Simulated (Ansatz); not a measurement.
A series of calculations on BN2H6F

Part 1: Relaxation

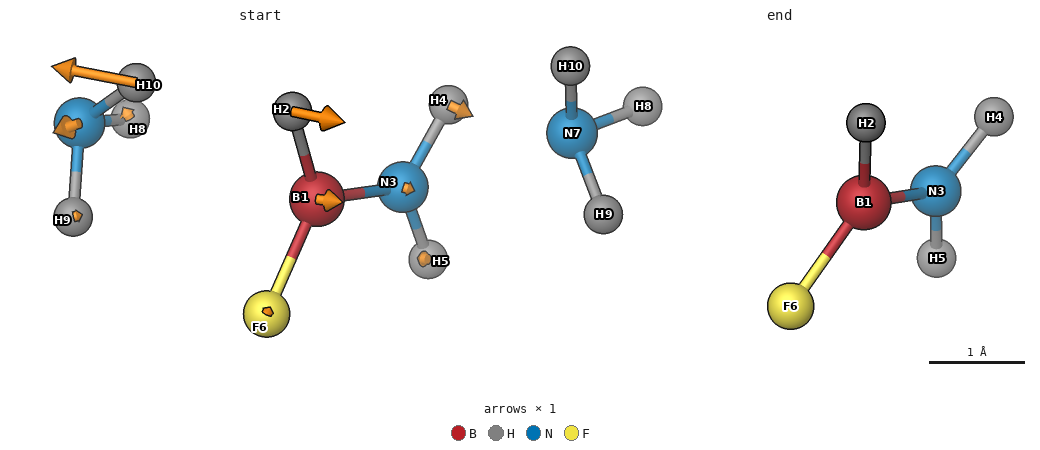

The structure of BN$_{2}$H$_{6}$F before (left) and after (right) a relaxation, at one scale. The orange arrows give the displacements, at their true length.

A ball-and-stick model, seen from a free direction.

The run prepares an end point of a later path (reaction) calculation, from a guessed geometry.

Method: Ansatz, RKS B3LYP/6-31G*.

Input file:
```yaml
crystal:
  periodic: [false, false, false]
  atoms:
    - { symbol: B, position_ang: [0.086534, -0.085222, -0.188498] }
    - { symbol: H, position_ang: [-0.12855, -0.508576, 0.904842] }
    - { symbol: "N", position_ang: [1.358305, -0.171448, -0.764716] }
    - { symbol: H, position_ang: [2.126901, -0.616377, -0.28622] }
    - { symbol: H, position_ang: [1.580509, 0.150811, -1.697058] }
    - { symbol: F, position_ang: [-0.932939, 0.415682, -0.913301] }
    - { symbol: "N", position_ang: [-0.02849, 2.188104, 1.375474] }
    - { symbol: H, position_ang: [0.890276, 2.287211, 0.946283] }
    - { symbol: H, position_ang: [-0.708205, 2.304594, 0.625753] }
    - { symbol: H, position_ang: [-0.103841, 1.197922, 1.669741] }
basis:
  gaussian: { orbitals: "6-31G*" }
hamiltonian:
  xc: b3lyp
relax:
  f_tol: 0.03
  max_steps: 50
```

Run as
```bash
ansatz run input.yaml --threads 1 --pin off --max-ram 2048MiB --backend cpu --events-out ev --progress --plain --runs-dir out
```

### What changed between the two?

The largest move after the best rigid fit is that of H10, 0.94 Å. Largest moves by element: H 0.94 Å, N 0.36 Å, B 0.31 Å, F 0.10 Å. Some distances before and after: N7–H10 1.036 → 1.019 Å. Over 11 accepted moves (13 points after the start) the energy falls by 0.175 eV. Largest force component: 0.98 eV/Å at the start, 0.014 eV/Å at the end. The line search rejected the trial steps at points 2, 8 of the run. The forces were under the threshold at step 7, but the run went on from there.

Part 2: Relaxation

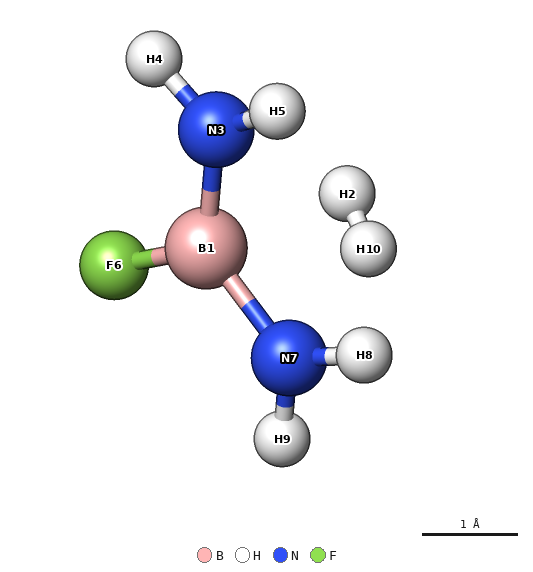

BN2H6F, before the relaxation. Style: ball-and-stick. Shown from a free direction.

The run prepares an end point of a later path (reaction) calculation, from a guessed geometry.

Computed with RKS B3LYP/6-31G* (Ansatz 0.2.0).

The input:
```yaml
crystal:
  periodic: [false, false, false]
  atoms:
    - { symbol: B, position_ang: [0.150985, 0.630192, -0.360001] }
    - { symbol: H, position_ang: [-0.029511, -0.31096, 1.846841] }
    - { symbol: "N", position_ang: [1.384256, 0.015524, -0.659882] }
    - { symbol: H, position_ang: [1.426159, -0.873247, -1.135911] }
    - { symbol: H, position_ang: [2.283013, 0.45444, -0.532327] }
    - { symbol: F, position_ang: [-0.995376, -0.004652, -0.673496] }
    - { symbol: "N", position_ang: [0.034377, 1.978442, 0.24657] }
    - { symbol: H, position_ang: [0.817525, 2.527405, 0.570061] }
    - { symbol: H, position_ang: [-0.86817, 2.350884, 0.498257] }
    - { symbol: H, position_ang: [-0.062758, 0.394672, 1.872187] }
basis:
  gaussian: { orbitals: "6-31G*" }
hamiltonian:
  xc: b3lyp
relax:
  f_tol: 0.03
  max_steps: 50
output:
  orbitals: {}
```

Command:
```bash
ansatz run input.yaml --threads 1 --pin off --max-ram 2048MiB --backend cpu --events-out ev --progress --plain --runs-dir out
```

### Where does the relaxation end?

The atom that moves furthest after the best rigid fit is H2 (1.57 Å). By element the largest moves are H 1.57 Å, F 0.77 Å, N 0.44 Å, B 0.40 Å. Near-neighbour distances that change, for instance: B1–N7 1.483 → 1.420 Å, H2–H10 0.707 → 0.745 Å, B1–F6 1.347 → 1.354 Å, B1–N3 1.410 → 1.416 Å. Over 17 accepted moves (18 points after the start) the energy falls by 8.31 kcal/mol. Largest force component: 2.1 eV/Å at the start, 0.03 eV/Å at the end. The line search rejected the trial step at point 6 of the run. The forces were under the threshold at step 13, but the run went on from there. Cost: 39 s on 1 thread of Arm Neoverse V2, on a shared host, peak memory 0.15 GiB.

The structure at the end:

```xyz
10

B     0.2033    0.6764   -0.7534
H    -0.2012    0.1257    3.3471
N     1.4558    0.1021   -1.0802
H     1.5245   -0.6600   -1.7371
H     2.3238    0.3312   -0.6220
F    -0.8946    0.2169   -1.3993
N     0.0215    1.6968    0.2172
H     0.7755    2.1657    0.6946
H    -0.8813    2.1244    0.3570
H    -0.1868    0.3836    2.6485
```

The end point in the same view:

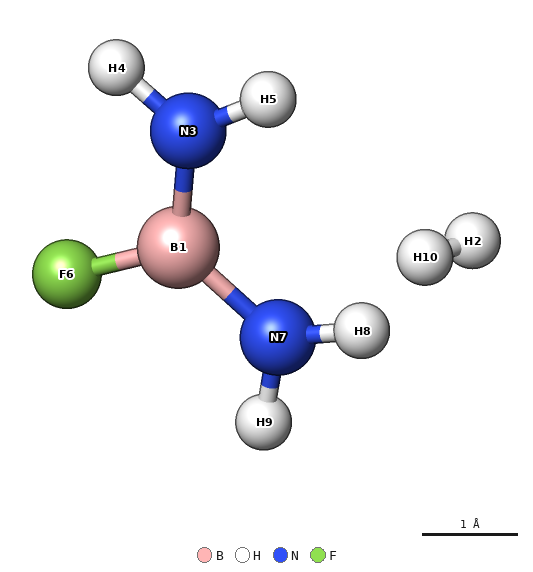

Limits of the set-up: the start holds two separate molecules, 2.3 Å apart at their closest, whose relative position is a soft coordinate and is computed without a dispersion correction.

Part 3: Path

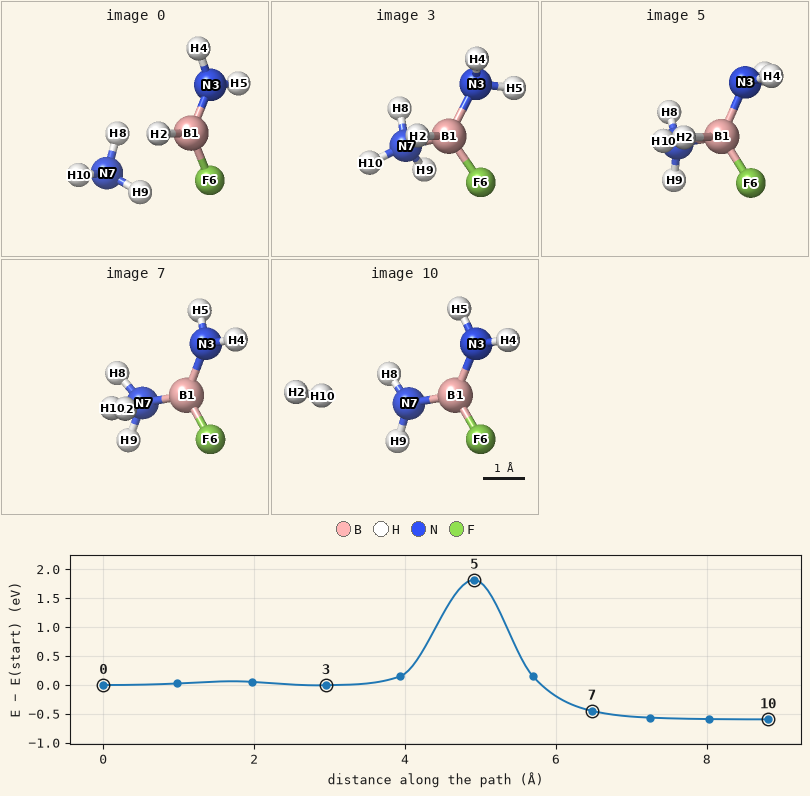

NEB run on BN2H6F, made up at the start of BNH$_{3}$F and NH3. Images are numbered from 0 (start) to 10 (end). The picture is a ball-and-stick view, seen from a free direction.

The calculation used RKS B3LYP/6-31G* in Ansatz 0.2.0. Settings: 9 movable images; climbing image; force threshold 0.05 eV/Å; iteration limit 60; starting path through a guess of the saddle point.

Question: Describe the mechanism and the energy profile.

Answer: The energy climbs by 1.82 eV to image 5 and then falls by 2.41 eV, so the end point sits at −0.59 eV. The path has more than one stage, and so few images may leave a stage unresolved. Breaking: B1–H2 (1.19 → 1.43 at the top → 4.16 Å), N7–H10 (1.02 → 1.35 at the top → 2.77 Å). Forming: B1–N7 (3.37 → 1.57 at the top → 1.42 Å), H2–H10 (3.42 → 1.02 at the top → 0.74 Å). The band converged in 22 iterations. The largest component of the band force went from 26 to 0.03 eV/Å. The climbing image converged on the top of the path. Its vibrational analysis gives one imaginary mode (1530i cm⁻¹), as a transition state must have.

Limits of the set-up: the start holds two separate molecules, 2.4 Å apart at their closest, whose relative position is a soft coordinate and is computed without a dispersion correction.

Cost: 6.5 min on 1 thread of Arm Neoverse V2 (shared host), peak memory 0.14 GiB.
